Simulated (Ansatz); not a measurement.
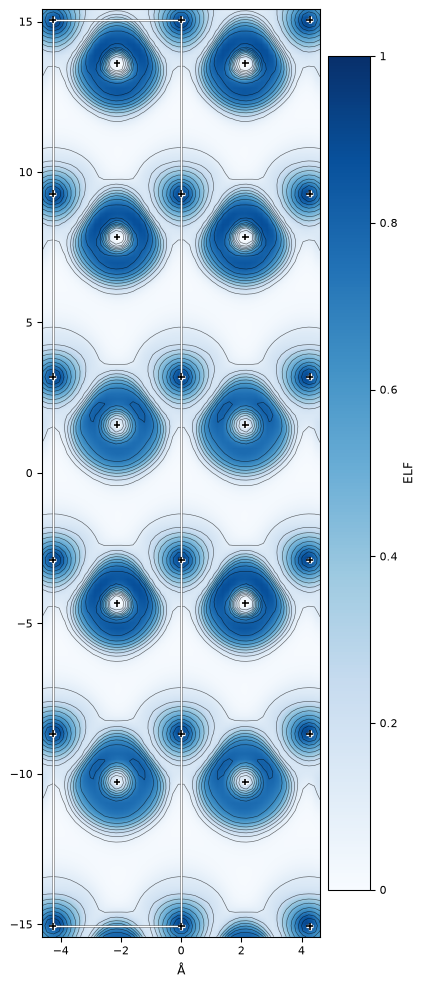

The ELF on a plane through atoms (crosses mark nuclei in the plane).

All numbers below come from Ansatz, DFT PBE, scalar-relativistic, plane waves, PAW.

Candidates:
A. Cd5Se2S3, a = 4.27 Å, b = 4.27 Å, c = 30.12 Å, α = 90.00°, β = 90.00°, γ = 90.00°. Space group I-4m2; a structure generated by program, which may or may not match a known phase.
B. Ge5P, a = 7.78 Å, b = 7.78 Å, c = 7.78 Å, α = 90.00°, β = 90.00°, γ = 90.00°. Space group F-43m; a structure generated by program, which may or may not match a known phase; computed without spin polarisation.
C. Y5N, a = 9.04 Å, b = 9.04 Å, c = 9.04 Å, α = 90.00°, β = 90.00°, γ = 90.00°. Space group F-43m; a structure generated by program, which may or may not match a known phase; spin-polarised.

Which system is this?

Answer. Candidate A: Cd5Se2S3 on the (100) plane of the conventional cell, which holds Cd, Se and S. Cd–S (2.58 Å): the ELF peaks at about 0.90 in the valence shell of S, 0.8 Å from its nucleus, and drops to about 0.15 between the two atoms. Cd–Se (2.67 Å): the ELF is about 0.40 at the midpoint and 0.15 at its lowest between the atoms.
